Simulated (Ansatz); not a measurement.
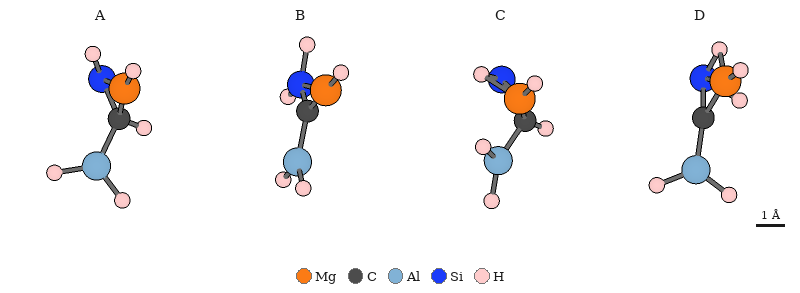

4 geometries from a converged minimum-energy path of CH5AlMgSi, shuffled. A ball-and-stick model, seen from a free direction.

Theory: UHF/def2-SVP in Ansatz 0.2.0. Run with 5 movable images; climbing image; force threshold 0.05 eV/Å; iteration limit 60; starting path through a guess of the saddle point.

### Which frame is the top of the path?

D. In order along the path, whose images run from 0 to 6: B (image 0, 0.0 kJ/mol), D (image 2, +202.8 kJ/mol), A (image 4, +24.1 kJ/mol), C (image 6, −1.0 kJ/mol). A hydrogen atom shifts from one atom to another. Breaking: H–Si (1.48 → 2.43 Å). Forming: C–H (2.84 → 1.09 Å).
